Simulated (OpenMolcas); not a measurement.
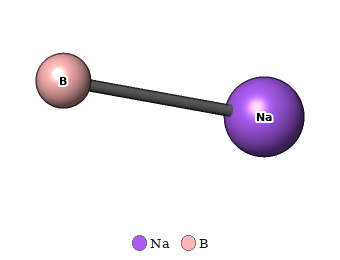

The molecule at the reference distance of 2.461 Å.

Relativistic diatomic calculation: NaB⁻ (part 1 of 2)

System: NaB⁻.
Method: SA-CASSCF(5,8)/XMS-CASPT2 + RASSI spin-orbit (X2C scalar, AMFI), ANO-RCC-VTZP (OpenMolcas).

Output (extracts):
```
++    Wave function specifications:
      Number of closed shell electrons          12
      Number of electrons in active shells       5
      Number of inactive orbitals                6
      Number of active orbitals                  8
      Number of secondary orbitals              50
      Spin quantum number                      0.5
      State symmetry                             2
++    Orbital specifications:
      Symmetry species                           1   2
                                                 a   b
      Frozen orbitals                            0   0
      Inactive orbitals                          4   2
      Active orbitals                            4   4
      RAS2 orbitals                              4   4
      Secondary orbitals                        26  24
      Number of basis functions                 34  30
      printout of CI-coefficients larger than  0.15 for root  1
      energy=    -186.653752
      conf/sym  1111 2222     Coeff  Weight
             2  2200 0u00  -0.83336 0.69449
            14  2020 0u00   0.35974 0.12941
            82  2uu0 0d00  -0.18247 0.03330
      printout of CI-coefficients larger than  0.15 for root  2
      energy=    -186.653752
      conf/sym  1111 2222     Coeff  Weight
             1  2200 u000   0.83336 0.69449
            13  2020 u000  -0.35974 0.12941
            81  2uu0 d000   0.18247 0.03330
      printout of CI-coefficients larger than  0.15 for root  3
      energy=    -186.614285
      conf/sym  1111 2222     Coeff  Weight
             2  2200 0u00   0.21712 0.04714
             4  2200 000u   0.30501 0.09303
             6  2ud0 0u00  -0.16112 0.02596
            82  2uu0 0d00  -0.85136 0.72482
      printout of CI-coefficients larger than  0.15 for root  4
      energy=    -186.614285
      conf/sym  1111 2222     Coeff  Weight
             1  2200 u000   0.21712 0.04714
             3  2200 00u0   0.30501 0.09303
             5  2ud0 u000  -0.16112 0.02596
            81  2uu0 d000  -0.85136 0.72482
      printout of CI-coefficients larger than  0.15 for root  5
      energy=    -186.594573
      conf/sym  1111 2222     Coeff  Weight
             4  2200 000u   0.16684 0.02784
             6  2ud0 0u00  -0.17904 0.03206
            14  2020 0u00  -0.16737 0.02801
           141  2000 2u00   0.81181 0.65904
           146  2000 uud0   0.29435 0.08664
           148  2000 0u20   0.18480 0.03415
           152  2000 u0du  -0.17269 0.02982
      printout of CI-coefficients larger than  0.15 for root  6
      energy=    -186.594573
      conf/sym  1111 2222     Coeff  Weight
             3  2200 00u0  -0.16684 0.02784
             5  2ud0 u000   0.17904 0.03206
            13  2020 u000   0.16737 0.02801
           142  2000 u200   0.81181 0.65904
           155  2000 uu0d   0.29435 0.08664
           157  2000 0uud   0.18129 0.03287
           158  2000 u002  -0.18480 0.03415
      printout of CI-coefficients larger than  0.15 for root  7
      energy=    -186.582480
      conf/sym  1111 2222     Coeff  Weight
             4  2200 000u   0.57616 0.33196
             6  2ud0 0u00  -0.51394 0.26413
            82  2uu0 0d00   0.32968 0.10869
            84  2uu0 000d  -0.19202 0.03687
           141  2000 2u00  -0.28379 0.08054
           151  2000 020u  -0.17883 0.03198
      printout of CI-coefficients larger than  0.15 for root  8
      energy=    -186.582480
      conf/sym  1111 2222     Coeff  Weight
             3  2200 00u0  -0.57616 0.33196
             5  2ud0 u000   0.51394 0.26413
            81  2uu0 d000  -0.32968 0.10869
            83  2uu0 00d0   0.19202 0.03687
           142  2000 u200  -0.28379 0.08054
           143  2000 20u0   0.17883 0.03198
      Natural orbitals and occupation numbers for root  1
      sym 1:   1.920618   1.575630   0.373413   0.023327
      sym 2:   0.063157   0.968692   0.022547   0.052617
      Natural orbitals and occupation numbers for root  2
      sym 1:   1.920618   1.575630   0.373413   0.023327
      sym 2:   0.968692   0.063157   0.052617   0.022547
      Natural orbitals and occupation numbers for root  3
      sym 1:   1.914439   1.145621   0.825946   0.035067
      sym 2:   0.054561   0.863320   0.003535   0.157511
      Natural orbitals and occupation numbers for root  4
      sym 1:   1.914439   1.145621   0.825946   0.035067
      sym 2:   0.863320   0.054561   0.157511   0.003535
      Natural orbitals and occupation numbers for root  5
      sym 1:   1.897153   0.173381   0.134374   0.016314
      sym 2:   1.582685   0.924076   0.178797   0.093220
      Natural orbitals and occupation numbers for root  6
      sym 1:   1.897153   0.173381   0.134374   0.016314
      sym 2:   0.924076   1.582685   0.093220   0.178797
      Natural orbitals and occupation numbers for root  7
      sym 1:   1.903950   1.165058   0.484647   0.039157
      sym 2:   0.236170   0.632263   0.062478   0.476277
      Natural orbitals and occupation numbers for root  8
      sym 1:   1.903950   1.165058   0.484647   0.039157
      sym 2:   0.632263   0.236170   0.476277   0.062478
      RASSCF energy for state  8                   -186.58248040
::    RASSCF root number  1 Total energy:   -186.65375175
::    RASSCF root number  2 Total energy:   -186.65375175
::    RASSCF root number  3 Total energy:   -186.61428524
::    RASSCF root number  4 Total energy:   -186.61428523
::    RASSCF root number  5 Total energy:   -186.59457286
::    RASSCF root number  6 Total energy:   -186.59457286
::    RASSCF root number  7 Total energy:   -186.58248040
::    RASSCF root number  8 Total energy:   -186.58248040
      Von Neumann Entropy (Root   1) =  1.72913
++    Wave function specifications:
      Number of closed shell electrons           6
      Number of electrons in active shells       5
      Number of inactive orbitals                3
      Number of active orbitals                  8
      Number of secondary orbitals              50
      Spin quantum number                      0.5
      State symmetry                             2
      Number of CSFs                           504
      Number of CASSCF root(s) available         8
      CASPT2 state passed to geometry opt.       8
      A file JOBMIX will be created
      This is a MULTI-STATE CASSCF reference
      Number of CI roots used                    8
      These are:                                 1   2   3   4   5   6   7   8
      Off-diagonal elements of Heff are computed
  FINAL CASPT2 RESULT:
      Reference energy:        -186.6537517490
      E2 (Non-variational):      -0.2030284422
      Shift correction:          -0.0014467539
      E2 (Variational):          -0.2044751962
      Total energy:            -186.8582269452
      Reference weight:           0.95117
  FINAL CASPT2 RESULT:
      Reference energy:        -186.6537517489
      E2 (Non-variational):      -0.2030284423
      Shift correction:          -0.0014467539
      E2 (Variational):          -0.2044751963
      Total energy:            -186.8582269452
      Reference weight:           0.95117
  FINAL CASPT2 RESULT:
      Reference energy:        -186.6142852351
      E2 (Non-variational):      -0.2095414266
      Shift correction:          -0.0018930996
      E2 (Variational):          -0.2114345263
      Total energy:            -186.8257197613
      Reference weight:           0.94537
  FINAL CASPT2 RESULT:
      Reference energy:        -186.6142852348
      E2 (Non-variational):      -0.2095414268
      Shift correction:          -0.0018930996
      E2 (Variational):          -0.2114345264
      Total energy:            -186.8257197612
      Reference weight:           0.94537
  FINAL CASPT2 RESULT:
      Reference energy:        -186.5945728590
      E2 (Non-variational):      -0.2029992766
      Shift correction:          -0.0020139464
      E2 (Variational):          -0.2050132230
      Total energy:            -186.7995860820
      Reference weight:           0.94762
  FINAL CASPT2 RESULT:
      Reference energy:        -186.5945728589
      E2 (Non-variational):      -0.2029992764
      Shift correction:          -0.0020139464
      E2 (Variational):          -0.2050132228
      Total energy:            -186.7995860817
      Reference weight:           0.94762
  FINAL CASPT2 RESULT:
      Reference energy:        -186.5824804000
      E2 (Non-variational):      -0.2046145039
      Shift correction:          -0.0020566707
      E2 (Variational):          -0.2066711747
      Total energy:            -186.7891515747
      Reference weight:           0.94726
  FINAL CASPT2 RESULT:
      Reference energy:        -186.5824803999
      E2 (Non-variational):      -0.2046145038
      Shift correction:          -0.0020566708
      E2 (Variational):          -0.2066711746
      Total energy:            -186.7891515745
      Reference weight:           0.94726
       Total XMS-CASPT2 energies:
::    XMS-CASPT2 Root  1     Total energy:   -186.86010635
::    XMS-CASPT2 Root  2     Total energy:   -186.86010635
::    XMS-CASPT2 Root  3     Total energy:   -186.82318473
::    XMS-CASPT2 Root  4     Total energy:   -186.82318473
::    XMS-CASPT2 Root  5     Total energy:   -186.80011271
::    XMS-CASPT2 Root  6     Total energy:   -186.80011270
::    XMS-CASPT2 Root  7     Total energy:   -186.78928057
::    XMS-CASPT2 Root  8     Total energy:   -186.78928057
++    Wave function specifications:
      Number of closed shell electrons          12
      Number of electrons in active shells       5
      Number of inactive orbitals                6
      Number of active orbitals                  8
      Number of secondary orbitals              50
      Spin quantum number                      1.5
      State symmetry                             1
      printout of CI-coefficients larger than  0.15 for root  1
      energy=    -186.649950
      conf/sym  1111 2222     Coeff  Weight
             5  2u00 uu00  -0.87582 0.76707
            17  20u0 uu00  -0.32566 0.10606
      printout of CI-coefficients larger than  0.15 for root  2
      energy=    -186.603905
      conf/sym  1111 2222     Coeff  Weight
             5  2u00 uu00  -0.19708 0.03884
             6  2u00 u0u0  -0.28786 0.08286
             7  2u00 0uu0   0.26937 0.07256
             8  2u00 u00u  -0.26937 0.07256
             9  2u00 0u0u  -0.28786 0.08286
            17  20u0 uu00   0.74655 0.55734
      printout of CI-coefficients larger than  0.15 for root  3
      energy=    -186.597083
      conf/sym  1111 2222     Coeff  Weight
             6  2u00 u0u0  -0.66755 0.44562
             7  2u00 0uu0   0.15919 0.02534
             8  2u00 u00u   0.15920 0.02534
             9  2u00 0u0u   0.66755 0.44562
      printout of CI-coefficients larger than  0.15 for root  4
      energy=    -186.597083
      conf/sym  1111 2222     Coeff  Weight
             6  2u00 u0u0  -0.15920 0.02534
             7  2u00 0uu0  -0.66755 0.44562
             8  2u00 u00u  -0.66755 0.44562
             9  2u00 0u0u   0.15920 0.02534
      printout of CI-coefficients larger than  0.15 for root  5
      energy=    -186.594764
      conf/sym  1111 2222     Coeff  Weight
             6  2u00 u0u0  -0.46848 0.21947
             7  2u00 0uu0  -0.50064 0.25064
             8  2u00 u00u   0.50064 0.25064
             9  2u00 0u0u  -0.46849 0.21948
      Natural orbitals and occupation numbers for root  1
      sym 1:   1.917690   0.942925   0.096774   0.015241
      sym 2:   0.953371   0.953371   0.060314   0.060314
      Natural orbitals and occupation numbers for root  2
      sym 1:   1.913306   0.304098   0.729704   0.020192
      sym 2:   0.817853   0.817854   0.198496   0.198495
      Natural orbitals and occupation numbers for root  3
      sym 1:   1.908972   0.995528   0.041410   0.007806
      sym 2:   0.523255   0.523249   0.499893   0.499887
      Natural orbitals and occupation numbers for root  4
      sym 1:   1.908972   0.995528   0.041410   0.007806
      sym 2:   0.523251   0.523253   0.499891   0.499889
      Natural orbitals and occupation numbers for root  5
      sym 1:   1.907336   0.995276   0.042116   0.008427
      sym 2:   0.523917   0.523924   0.499499   0.499506
      RASSCF energy for state  5                   -186.59476362
::    RASSCF root number  1 Total energy:   -186.64995016
::    RASSCF root number  2 Total energy:   -186.60390503
::    RASSCF root number  3 Total energy:   -186.59708344
::    RASSCF root number  4 Total energy:   -186.59708344
::    RASSCF root number  5 Total energy:   -186.59476362
      Von Neumann Entropy (Root   1) =  2.15832
++    Wave function specifications:
      Number of closed shell electrons           6
      Number of electrons in active shells       5
      Number of inactive orbitals                3
      Number of active orbitals                  8
      Number of secondary orbitals              50
      Spin quantum number                      1.5
      State symmetry                             1
      Number of CSFs                           252
      Number of CASSCF root(s) available         5
      CASPT2 state passed to geometry opt.       5
      A file JOBMIX will be created
      This is a MULTI-STATE CASSCF reference
      Number of CI roots used                    5
      These are:                                 1   2   3   4   5
      Off-diagonal elements of Heff are computed
  FINAL CASPT2 RESULT:
      Reference energy:        -186.6499501634
      E2 (Non-variational):      -0.2019946071
      Shift correction:          -0.0012973025
      E2 (Variational):          -0.2032919095
      Total energy:            -186.8532420730
      Reference weight:           0.95245
  FINAL CASPT2 RESULT:
      Reference energy:        -186.6039050251
      E2 (Non-variational):      -0.2075552523
      Shift correction:          -0.0018547907
      E2 (Variational):          -0.2094100430
      Total energy:            -186.8133150681
      Reference weight:           0.94665
  FINAL CASPT2 RESULT:
      Reference energy:        -186.5970834391
      E2 (Non-variational):      -0.1992009363
      Shift correction:          -0.0012611368
      E2 (Variational):          -0.2004620732
      Total energy:            -186.7975455123
      Reference weight:           0.95437
  FINAL CASPT2 RESULT:
      Reference energy:        -186.5970834391
      E2 (Non-variational):      -0.1992097687
      Shift correction:          -0.0012640533
      E2 (Variational):          -0.2004738220
      Total energy:            -186.7975572611
      Reference weight:           0.95432
  FINAL CASPT2 RESULT:
      Reference energy:        -186.5947636155
      E2 (Non-variational):      -0.1992264316
      Shift correction:          -0.0012619005
      E2 (Variational):          -0.2004883322
      Total energy:            -186.7952519477
      Reference weight:           0.95434
       Total XMS-CASPT2 energies:
::    XMS-CASPT2 Root  1     Total energy:   -186.85449434
::    XMS-CASPT2 Root  2     Total energy:   -186.81206281
::    XMS-CASPT2 Root  3     Total energy:   -186.79755731
::    XMS-CASPT2 Root  4     Total energy:   -186.79754546
::    XMS-CASPT2 Root  5     Total energy:   -186.79525195
++    Wave function specifications:
      Number of closed shell electrons          12
      Number of electrons in active shells       5
      Number of inactive orbitals                6
      Number of active orbitals                  8
      Number of secondary orbitals              50
      Spin quantum number                      1.5
      State symmetry                             2
      printout of CI-coefficients larger than  0.15 for root  1
      energy=    -186.643597
      conf/sym  1111 2222     Coeff  Weight
             2  2uu0 0u00   0.95833 0.91840
      printout of CI-coefficients larger than  0.15 for root  2
      energy=    -186.643597
      conf/sym  1111 2222     Coeff  Weight
             1  2uu0 u000   0.95833 0.91840
      Natural orbSPIN-FREE ENERGIES:
  (Shifted by EMIN (a.u.) =       -186.8601063541)
 SF State       Relative EMIN(au)   Rel lowest level(eV)    D:o, cm**(-1)      Abs_M
     1             0.0000000000        0.0000000000              0.0000         1.0
     2             0.0000000000        0.0000000000              0.0000         1.0
     9             0.0056120187        0.1527108087           1231.6957         0.0
    14             0.0115395829        0.3140080467           2532.6457         1.0
    15             0.0115396293        0.3140093111           2532.6559         1.0
    16             0.0195759360        0.5326883546           4296.4213         0.0
    17             0.0301140670        0.8194455089           6609.2738         0.0
    18             0.0316055044        0.8600295889           6936.6064         2.0
    19             0.0316378221        0.8609089979           6943.6993         2.0
     4             0.0369216238        1.0046885660           8103.3598         1.0
     3             0.0369216238        1.0046885660           8103.3598         1.0
    20             0.0402533033        1.0953481831           8834.5789         0.0
    10             0.0480435480        1.3073315410          10544.3400         0.0
    21             0.0593024666        1.6137023232          13015.3870         0.0
     5             0.0599936490        1.6325103542          13167.0840         1.0
     6             0.0599936490        1.6325103542          13167.0840         1.0
    11             0.0625490459        1.7020462480          13727.9288         2.0
    12             0.0625608891        1.7023685179          13730.5281         2.0
    22             0.0643153826        1.7501107171          14115.5949         2.0
    23             0.0643449578        1.7509155007          14122.0859         2.0
    13             0.0648544064        1.7647783028          14233.8969         0.0
     7             0.0708257804        1.9272676653          15544.4620         1.0
     8             0.0708257804        1.9272676653          15544.4620         1.0
```

(Continued in part 2.) Outcome of the run: converged; whether the anion is bound against detachment isn't tested.
